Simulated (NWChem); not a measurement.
# One shape, several levels: C2HClF2 (SMILES FC(F)=CCl)

Aim: a comparison of 3 runs (HF/STO-3G, HF/3-21G, B3LYP/6-31G*) of C2HClF2. 

The results are computed with NWChem 7.3.0.

27 further runs of the same task are left out: 27 set aside as unsound or not needed.

## Step 1: The system as given

C2HClF2 has 6 atoms, charge 0, and is taken as a singlet. As SMILES, `FC(F)=CCl`. One bond was lengthened or shortened from a relaxed shape.

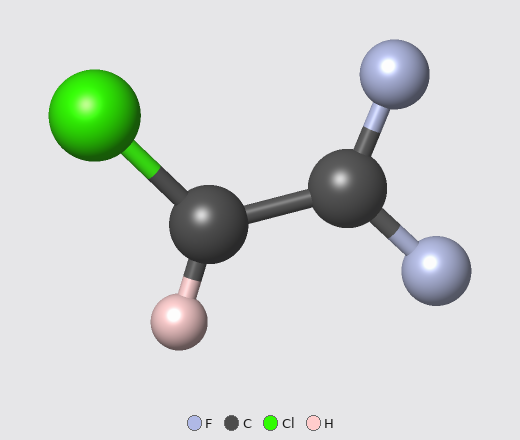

The structure, seen from a chosen angle (fluorine light blue, carbon dark grey, chlorine green, hydrogen pink).

## Step 2: A single-point energy at HF/STO-3G (run 1)

run.py reads:

```python
from ase import Atoms
from ase.calculators.nwchem import NWChem

molecule = Atoms('FCFCClH', positions=[
    [0.973904, -0.988707, 1.388073],
    [0.340544, -0.740527, 0.266403],
    [0.265404, -1.810947, -0.476697],
    [-0.218360, 0.626770, -0.086550],
    [-1.039010, 0.926430, -1.552100],
    [-0.103800, 1.452000, 0.598970],
])

calc = NWChem(
    label='job',
    theory='scf',
    memory='2200 mb',
    basis='STO-3G',
    basispar='spherical bse',
    scf={'nopen': '0', 'rhf': None, 'thresh': '1e-08', 'maxiter': '80'},
    task='energy',
)
molecule.calc = calc

e = molecule.get_potential_energy()
print(f"E = {e:.6f} eV")
print("dipole (e A):", molecule.get_dipole_moment().round(4))
```

Run with:

```
$ export ASE_NWCHEM_COMMAND="nwchem PREFIX.nwi > PREFIX.nwo"
$ python run.py
```

Standard output:

```text
E = -19754.145804 eV
dipole (e A): [ 0.1859 -0.0893  0.3202]
```

The calculator wrote job.nwi:

```
title "job"

permanent_dir job

scratch_dir job

start job

geometry units angstrom nocenter noautosym noautoz
  F  9.7390399999999999e-01 -9.8870700000000000e-01 1.3880729999999999e+00
  C  3.4054400000000001e-01 -7.4052700000000005e-01 2.6640300000000000e-01
  F  2.6540399999999997e-01 -1.8109470000000001e+00 -4.7669699999999998e-01
  C  -2.1836000000000000e-01 6.2677000000000005e-01 -8.6550000000000002e-02
  Cl -1.0390100000000000e+00 9.2642999999999998e-01 -1.5521000000000000e+00
  H  -1.0380000000000000e-01 1.4520000000000000e+00 5.9897000000000000e-01
end

memory 2200 mb

basis spherical bse noprint
   * library STO-3G
end

scf
  nopen 0
  rhf
  thresh 1e-08
  maxiter 80
end

task scf energy
```

job.nwo:

```text
Northwest Computational Chemistry Package (NWChem) 7.3.0
             --------------------------------------------------------

           Job information
           ---------------

    nwchem branch   = 7.3.0
    use scalapack   = T
    input           = job.nwi
    prefix          = job.
    data base       = job/job.db
    status          = startup
    nproc           =        1

           Memory information
           ------------------

    heap     =     72089598 doubles =      550.0 Mbytes
    stack    =     72089595 doubles =      550.0 Mbytes
    global   =    144179200 doubles =     1100.0 Mbytes (distinct from heap & stack)
    total    =    288358393 doubles =     2200.0 Mbytes
    verify   = yes
    hardfail = no

[... 132 lines left out ...]
 Convergence threshold     :          1.000E-08
[... 12 lines left out ...]
       Final RHF  results
[... 3 lines left out ...]
      One-electron energy =  -1417.485793102804
[... 1 line left out ...]
 Nuclear repulsion energy =    206.006444409538
[... 38 lines left out ...]
                       ROHF Final Molecular Orbital Analysis
[... 160 lines left out ...]
  Mulliken analysis of the total density
  --------------------------------------

    Atom       Charge   Shell Charges
 -----------   ------   -------------------------------------------------------
    1 F    9     9.11   2.00  1.94  5.17
    2 C    6     5.67   1.99  1.12  2.55
    3 F    9     9.11   2.00  1.94  5.17
    4 C    6     6.10   1.99  1.17  2.93
    5 Cl  17    17.12   2.00  2.00  5.99  1.95  5.18
    6 H    1     0.90   0.90

       Multipole analysis of the density wrt the origin
       ------------------------------------------------

     L   x y z        total         open         nuclear
     -   - - -        -----         ----         -------
     0   0 0 0     -0.000000      0.000000     48.000000

     1   1 0 0      0.351368      0.000000    -11.111766
[... 8 lines of this table left out ...]
     2   0 0 2    -24.815779      0.000000    218.437215

 Task  times  cpu:        0.9s     wall:        0.9s
 Total times  cpu:        0.9s     wall:        0.9s
```

Wall time 1.8 s (1 thread of Intel Xeon 6975P-C (Granite Rapids), shared host); peak memory 0.1 GiB.

## Step 3: A single-point energy at HF/3-21G (run 2)

run.py reads:

```python
from ase import Atoms
from ase.calculators.nwchem import NWChem

system = Atoms(['F', 'C', 'F', 'C', 'Cl', 'H'], positions=[
    [0.973904, -0.988707, 1.388073],
    [0.340544, -0.740527, 0.266403],
    [0.265404, -1.810947, -0.476697],
    [-0.218360, 0.626770, -0.086550],
    [-1.039010, 0.926430, -1.552100],
    [-0.103800, 1.452000, 0.598970],
])

calc = NWChem(
    label='mol',
    theory='scf',
    memory='2200 mb',
    basis='3-21G',
    basispar='spherical bse',
    scf={'nopen': '0', 'rhf': None, 'thresh': '1e-08', 'maxiter': '80'},
    task='energy',
)
system.calc = calc

e = system.get_potential_energy()
print(f"E = {e:.6f} eV")
print("dipole (e A):", system.get_dipole_moment().round(4))
```

Run with:

```
$ export ASE_NWCHEM_COMMAND="nwchem PREFIX.nwi > PREFIX.nwo"
$ python run.py
```

Standard output:

```text
E = -19888.724700 eV
dipole (e A): [0.0779 0.1256 0.2246]
```

The calculator wrote mol.nwi:

```
title "mol"

permanent_dir mol

scratch_dir mol

start mol

geometry units angstrom nocenter noautosym noautoz
  F  9.7390399999999999e-01 -9.8870700000000000e-01 1.3880729999999999e+00
  C  3.4054400000000001e-01 -7.4052700000000005e-01 2.6640300000000000e-01
  F  2.6540399999999997e-01 -1.8109470000000001e+00 -4.7669699999999998e-01
  C  -2.1836000000000000e-01 6.2677000000000005e-01 -8.6550000000000002e-02
  Cl -1.0390100000000000e+00 9.2642999999999998e-01 -1.5521000000000000e+00
  H  -1.0380000000000000e-01 1.4520000000000000e+00 5.9897000000000000e-01
end

memory 2200 mb

basis spherical bse noprint
   * library 3-21G
end

scf
  nopen 0
  rhf
  thresh 1e-08
  maxiter 80
end

task scf energy
```

mol.nwo:

```text
Northwest Computational Chemistry Package (NWChem) 7.3.0
             --------------------------------------------------------

           Job information
           ---------------

    nwchem branch   = 7.3.0
    use scalapack   = T
    input           = mol.nwi
    prefix          = mol.
    data base       = mol/mol.db
    status          = startup
    nproc           =        1

           Memory information
           ------------------

    heap     =     72089598 doubles =      550.0 Mbytes
    stack    =     72089595 doubles =      550.0 Mbytes
    global   =    144179200 doubles =     1100.0 Mbytes (distinct from heap & stack)
    total    =    288358393 doubles =     2200.0 Mbytes
    verify   = yes
    hardfail = no

[... 132 lines left out ...]
 Convergence threshold     :          1.000E-08
[... 12 lines left out ...]
       Final RHF  results
[... 3 lines left out ...]
      One-electron energy =  -1420.465906722077
[... 1 line left out ...]
 Nuclear repulsion energy =    206.006444409538
[... 42 lines left out ...]
                       ROHF Final Molecular Orbital Analysis
[... 198 lines left out ...]
  Mulliken analysis of the total density
  --------------------------------------

    Atom       Charge   Shell Charges
 -----------   ------   -------------------------------------------------------
    1 F    9     9.36   1.99  0.45  2.46  1.57  2.90
    2 C    6     5.14   1.99  0.42  1.39  0.59  0.75
    3 F    9     9.35   1.99  0.45  2.46  1.57  2.89
    4 C    6     6.63   1.99  0.36  1.50  1.06  1.73
    5 Cl  17    16.84   2.00  1.96  5.91  1.14  3.02  0.82  1.98
    6 H    1     0.69   0.46  0.23

       Multipole analysis of the density wrt the origin
       ------------------------------------------------

     L   x y z        total         open         nuclear
     -   - - -        -----         ----         -------
     0   0 0 0     -0.000000      0.000000     48.000000

     1   1 0 0      0.147187      0.000000    -11.111766
[... 8 lines of this table left out ...]
     2   0 0 2    -27.280767      0.000000    218.437215

 Task  times  cpu:        1.0s     wall:        1.0s
 Total times  cpu:        1.1s     wall:        1.1s
```

Run time: 1.9 s. Hardware: 1 thread of Intel Xeon 6975P-C (Granite Rapids), shared host; peak memory 0.1 GiB.

## Step 4: A single-point energy at B3LYP/6-31G(d) (Cartesian functions) (run 3)

calc.nw reads:

```
start calc
memory stack 880 mb heap 220 mb global 1100 mb

geometry units angstroms noautosym nocenter noautoz
   F     0.973904   -0.988707    1.388073
   C     0.340544   -0.740527    0.266403
   F     0.265404   -1.810947   -0.476697
   C    -0.218360    0.626770   -0.086550
   Cl   -1.039010    0.926430   -1.552100
   H    -0.103800    1.452000    0.598970
end

basis cartesian
   * library 6-31G*
end

dft
   xc b3lyp
   mult 1
   grid xfine
   convergence energy 1e-08
   maxiter 100
   mulliken
end

task dft energy
```

Run with:

```
$ nwchem calc.nw > calc.out
```

Standard output:

```text
[...]
          Wavefunction type:  closed shell.
          No. of atoms     :     6
          No. of electrons :    48
[...]
          Charge           :     0
          Spin multiplicity:     1
[...]
          AO basis - number of functions:    81
[...]
              XC Information
              --------------
                         B3LYP Method XC Potential
                     Hartree-Fock (Exact) Exchange  0.200
                        Slater Exchange Functional  0.800 local
                    Becke 1988 Exchange Functional  0.720 non-local
              Lee-Yang-Parr Correlation Functional  0.810
                  VWN I RPA Correlation Functional  0.190 local
[...]
 d= 0,ls=0.0,diis     1   -736.4717605353 -9.42D+02  2.10D-02  1.37D+00     1.7
[...]
 d= 0,ls=0.0,diis    11   -736.6165241909 -1.25D-09  5.81D-07  4.23D-09    16.5
         Total DFT energy =     -736.616524190946
      One electron energy =    -1426.069932880249
           Coulomb energy =      543.737092489060
    Exchange-Corr. energy =      -60.290128209295
 Nuclear repulsion energy =      206.006444409538
[...]
      Total Density - Mulliken Population Analysis
     ---------------------------------------------
    Atom       Charge   Shell Charges
 -----------   ------   -------------------------------------------------------
    1 F    9     9.21   1.99  0.96  3.31  0.94  1.94  0.06
    2 C    6     5.45   1.99  0.70  1.84  0.33  0.51  0.07
    3 F    9     9.20   1.99  0.96  3.31  0.93  1.93  0.07
    4 C    6     6.38   1.99  0.69  1.98  0.63  1.07  0.02
    5 Cl  17    16.97   2.00  1.99  5.97  1.47  3.60  0.52  1.43 -0.01
    6 H    1     0.79   0.52  0.27
[...]
```

Wall time 17 s (1 thread of Intel Xeon 6975P-C (Granite Rapids), shared host); peak memory 0.13 GiB.

## Step 5: Overview of the runs

```csv
run,level,Cartesian functions,iteration cap,energy (Eh),dipole moment (D),HOMO energy (eV),LUMO energy (eV),wall time
1,HF/STO-3G,no,80,-725.951474,1.83,-6.97,6.15,1.8 s
2,HF/3-21G,no,80,-730.897158,1.29,-9.60,3.05,1.9 s
3,B3LYP/6-31G* (Cartesian functions),yes,100,-736.616524,0.97,-6.30,-0.66,17 s
```

## Step 6: Results

| quantity | value |
| --- | --- |
| run 3: total energy | -736.61652 Eh |
| run 3: dipole moment | 0.97 D |
| run 3: HOMO energy | -6.30 eV |
| run 3: LUMO energy | -0.66 eV |
| run 3: HOMO–LUMO gap | 5.64 eV |

In words: The dipole moment (its size) runs from 0.97 D (B3LYP/6-31G*) to 1.83 D (HF/STO-3G). The two ends differ in method and basis. The HOMO–LUMO gap runs from 5.64 eV (B3LYP/6-31G*) to 13.12 eV (HF/STO-3G). In run 1 the basis is minimal, so the values are rough. All runs together took 21 s, the longest 17 s.
